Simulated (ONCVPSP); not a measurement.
## Run report: Fe, pseudopotential generation

- system: iron (Fe, Z = 26), core [Ne] 3s2, reference valence 3p6 3d6 4s0.5 (an ion of charge +1.5), valence charge 14.
- method: ONCV potential, PBE, fully relativistic, made with ONCVPSP 4.0.1

The input:
```
# ATOM AND REFERENCE CONFIGURATION
# atsym  z   nc   nv     iexc    psfile
  Fe 26.00    4    3        4      upf
#
#   n    l    f
    1    0    2.00
    2    0    2.00
    2    1    6.00
    3    0    2.00
    3    1    6.00
    3    2    6.00
    4    0    0.50
#
# PSEUDOPOTENTIAL AND OPTIMIZATION
# lmax
    2
#
#   l,   rc,      ep,       ncon, nbas, qcut
    0    1.80    0.00    4    8    4.70
    1    1.25    0.00    4    9   13.70
    2    1.00    0.00    4    9   16.70
#
# LOCAL POTENTIAL
# lloc, lpopt,  rc(5),   dvloc0
    4    5    0.85    3.00
#
# VANDERBILT-KLEINMAN-BYLANDER PROJECTORs
# l, nproj, debl
    0    1    0.60
    1    1    0.30
    2    3    1.50
#
# MODEL CORE CHARGE
# icmod, fcfact, rcfact
    0    0.00    0.00
#
# LOG DERIVATIVE ANALYSIS
# epsh1, epsh2, depsh
   -4.00    5.00    0.02
#
# OUTPUT GRID
# rlmax, drl
    6.00    0.01
#
# TEST CONFIGURATIONS
# ncnf
    4
# nvcnf
#   n    l    f
    3
    3    1    6.00
    3    2    6.00
    4    0    2.00
#
    3
    3    1    6.00
    3    2    6.00
    4    0    1.00
#
    3
    3    1    6.00
    3    2    6.00
    4    0    0.00
#
    3
    3    1    6.00
    3    2    7.00
    4    0    1.00
#
```

Hardware: 1 CPU thread, shared host.

Run as:
```bash
oncvpspr.x < Fe.dat > Fe.out
```

Output (extracts):
```
ONCVPSP  (Optimized Norm-Conservinng Vanderbilt PSeudopotential)
relativistic version 4.0.1

#   n    l    f        energy (Ha)
    1    0    2.00    -2.5764471D+02
    2    0    2.00    -3.0598428D+01
    2    1    6.00    -2.5991469D+01    -2.6450230D+01
    3    0    2.00    -3.9440954D+00
    3    1    6.00    -2.6778205D+00    -2.7343408D+00
    3    2    6.00    -7.5795686D-01    -7.6368587D-01
    4    0    0.50    -5.9426180D-01

Reference configufation results
  iterations    25
  all-electron total energy (Ha)   -1.27189322D+03

Begin loop to  construct optimized pseudo wave functions
and semi-local pseudopoentials for all angular momenta

Calculating optimized projector #   1

 for l=   0

    Fraction of norm inside rc  0.181811
    Optimizing pswf for qcut=   4.71 a_B^-1,  ecut=  11.09 Ha
    Residual kinetic energy error=  2.57D-04 Ha
 ERROR pspot:  first pseudo wave function has node,          program will stop
 ERROR pspot: try changing psp parameters for this l
```

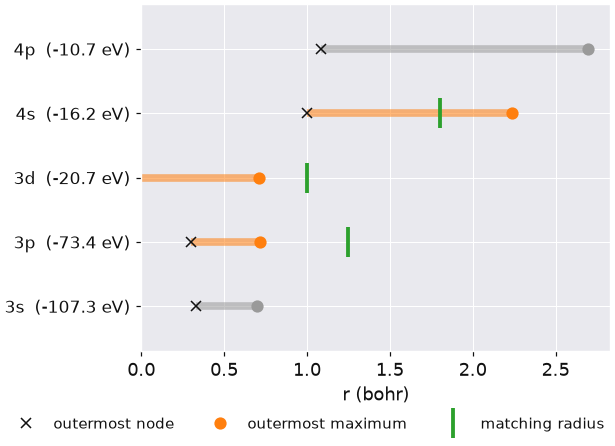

Figure 1. Outer shells of the all-electron reference atom: each bar runs from the outermost node (or the nucleus) to the outermost maximum of u(r); the tick is the radius chosen for the pseudo-wave. Shells without a tick have no pseudo-wave of their own. Levels, nodes and maxima are from ld1.x, scalar-relativistic.

- Radii against the shells: 3p: 1.25 bohr, outside the maximum; 3d: 1.00 bohr, outside the maximum; 4s: 1.80 bohr, between node and maximum.

Outcome:

```
quantity                value
 outcome  ended with an error
```

What went wrong:

The generator stopped with the message “ERROR pspot: first pseudo wave function has node, program will stop”. In words: the optimised pseudo-wave of the first projector has a node, so the radial equation cannot be inverted for a potential. It was at work on the s channel when it stopped.
